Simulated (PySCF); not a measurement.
**C$_{2}$HClN$_{3}$, charge −1, SMILES `Clc1cnn[n-]1`: what the electrons do**

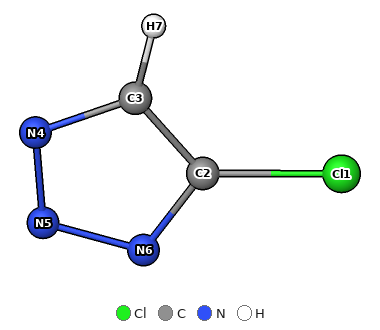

The molecule, with its atoms numbered as below. No frequency check shows the geometry to be a minimum.

Geometry (Å), atoms numbered from 1:

```
Cl1     -1.9245    0.0027    0.0000
C2      -0.1956   -0.0009    0.0000
C3       0.6530   -1.0967    0.0000
N4       1.8943   -0.5950    0.0000
N5       1.7902    0.7199    0.0000
N6       0.5354    1.1164    0.0000
H7       0.4327   -2.1489    0.0000
```

## 1. Bonding charge

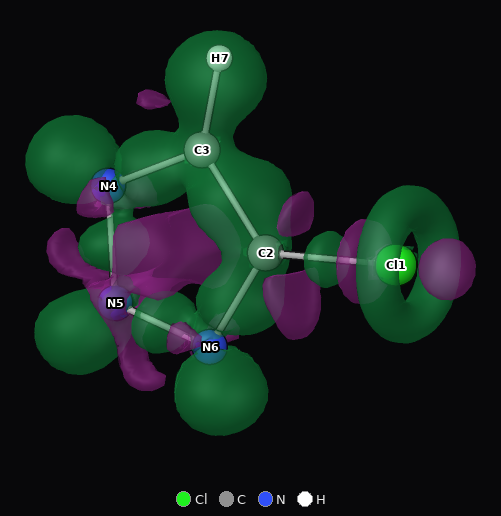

Deformation density (molecule less spherical, spin-averaged free atoms at the same positions), surfaces at ±0.09 e/Å³; green: gain, purple: loss.

Computed with PySCF, PBE0/def2-SVPD, geometry: GFN2-xTB.

**Describe the bonding that the map shows.**

C3–H7: +0.70 e/Å³ at the bond critical point (bond length 1.07 Å). C2–C3: +0.60 e/Å³ at the bond critical point (bond length 1.39 Å). C2–N6: +0.59 e/Å³ at the bond critical point (bond length 1.33 Å). C3–N4: +0.54 e/Å³ at the bond critical point (bond length 1.34 Å). N4–N5: +0.48 e/Å³ at the bond critical point (bond length 1.32 Å). N5–N6: +0.48 e/Å³ at the bond critical point (bond length 1.32 Å). Cl1–C2: +0.17 e/Å³ at the bond critical point (bond length 1.73 Å). In all, 2.2 electrons gather in the regions of gain relative to the promolecule of neutral atoms (this includes the anion's extra charge).

## 2. Bond critical points

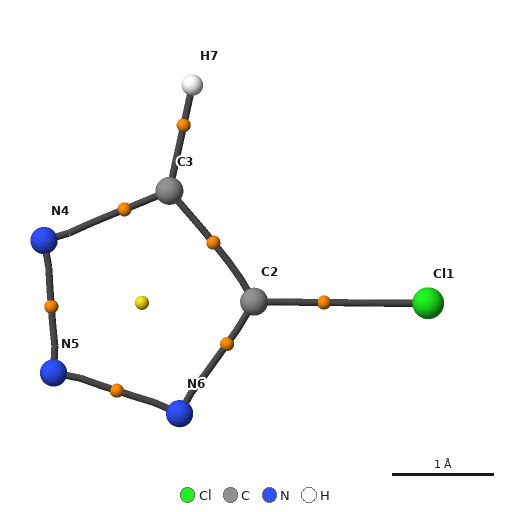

Molecular graph of the electron density (QTAIM): bond paths, bond critical points (orange), ring points (yellow, if any); weak paths are dashed.

**How many critical points of each kind are there, and does the count close?**

7 nuclei, 7 bond, 1 ring and 0 cage critical points: 7 − 7 + 1 − 0 = 1, as the Poincaré–Hopf relation requires.

**What does the calculation give at each kind of bond critical point?**

```tsv
bond	length (Å)	ρ (a.u.)	∇²ρ (a.u.)	ε	H (a.u.)
N5–N6	1.316	0.405	−0.95	0.14	−0.457
N4–N5	1.319	0.404	−0.94	0.15	−0.454
C2–N6	1.335	0.352	−1.16	0.33	−0.556
C3–N4	1.339	0.346	−1.05	0.23	−0.564
C2–C3	1.386	0.307	−0.74	0.35	−0.296
C3–H7	1.075	0.282	−1.06	0.05	−0.309
Cl1–C2	1.729	0.197	−0.29	0.09	−0.141
```

**What kind of interaction is C3–N4?**

Shared-shell (covalent): ρ = 0.346, ∇²ρ = −1.05, H = −0.564 a.u. Its ellipticity of 0.23 shows that the density isn't cylindrical about the bond.

## 3. Local ionisation energy

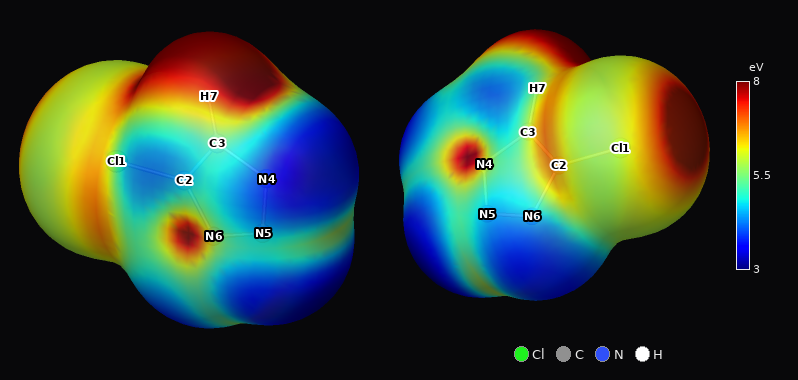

Average local ionisation energy on the surface of electron density 0.001 a.u. (back view left, front view right).

**Locate the minima of the map.**

The lowest value is 3.1 eV, 2.0 Å from N5. Further minima include 3.3 eV, 2.0 Å from N4; 4.2 eV, off the molecular plane, over C3 (2.0 Å), and at like points elsewhere; 5.7 eV, off the molecular plane, over Cl1 (2.1 Å). For comparison, the highest occupied orbital lies at −1.9 eV.

**What volume does the surface enclose?**

About 112 Å³.

## 4. In an electric field

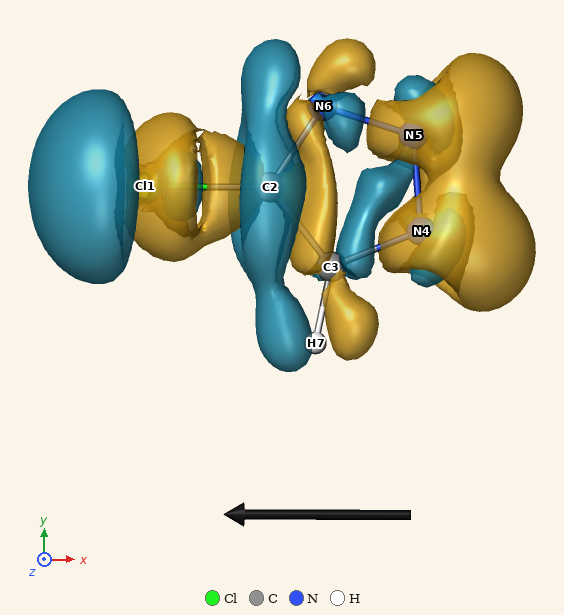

Change of the electron density in a uniform field of 0.15 V/Å along −x (arrow), surfaces at ±0.001 e/Å³ (yellow: gain, teal: loss).

Level of theory: PBE0/aug-cc-pVDZ (PySCF), at a geometry from GFN2-xTB. For an anion such functionals hold the outermost electrons too loosely, so the response is rough.

The field was applied in both directions; the picture shows the one opposite to the script's first.

**What dipole is induced, and what polarisability does it imply?**

The induced dipole is 0.66 D (along the field); α along this axis, from the fields in both directions, is 86 bohr³ (12.8 Å³).

## 5. Magnetic shielding

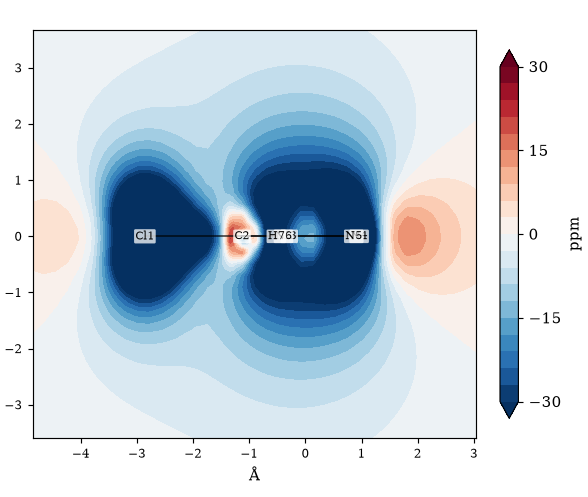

NICSzz (the component normal to the ring) in a plane perpendicular to the 5-membered ring C2/C3/N4/N5/N6; GIAO shieldings; atoms are projected onto the map; negative values mean shielding.

Method: B3LYP/def2-SVPD; geometry: GFN2-xTB; program: PySCF.

**Is the ring aromatic by this magnetic criterion?**

It is strongly diatropic (aromatic): NICS(0) = −10.4, NICS(1) = −11.6, NICS(1)zz = −33.2 ppm.

The PySCF runs shown took 16 s, 43 s and 35 s on 1 thread of Arm Neoverse V1, with other jobs on the host.
